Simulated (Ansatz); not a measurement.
| atom | x (Å) | y (Å) | z (Å) |
| --- | --- | --- | --- |
| C | -1.4796 | 0.7735 | -0.2089 |
| C | -0.2824 | -0.0936 | -0.6003 |
| B | 0.0926 | -1.2535 | 0.4094 |
| Si | 1.8240 | -0.2326 | 0.5241 |
| O | 0.9634 | 0.7195 | -0.6067 |
| H | -1.3944 | 1.1333 | 0.8270 |
| H | -2.4183 | 0.2078 | -0.3073 |
| H | -1.5266 | 1.6541 | -0.8658 |
| H | -0.4488 | -0.4821 | -1.6275 |
| H | -0.5553 | -2.1976 | 0.7559 |
| H | 2.2053 | 0.5286 | 1.7659 |
| H | 3.0969 | -0.8126 | -0.0316 |

Method: RKS PBE-D4/def2-mTZVP (Ansatz).

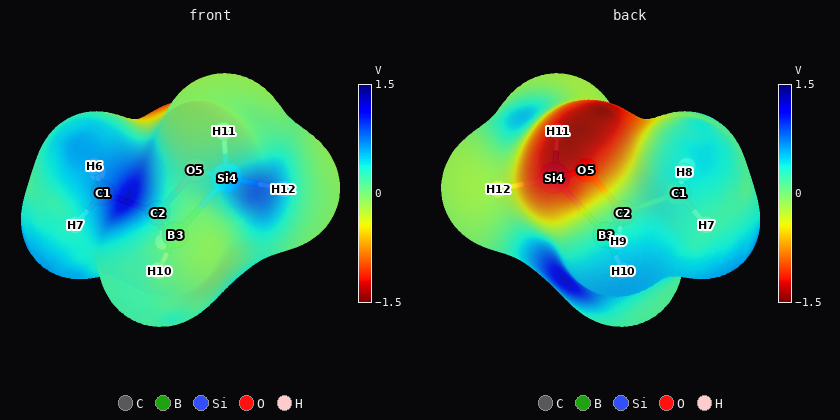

C2H7BOSi. The molecular electrostatic potential painted on the density surface at 0.001 e/bohr³, seen from the front and from behind; the colour scale runs from red (negative) to blue (positive).

> Where is the surface potential most negative and most positive?

The most negative region (about −1.4 V) lies over O5, the most positive (about +1.2 V) over B3. O5 is the likeliest acceptor of a hydrogen bond.
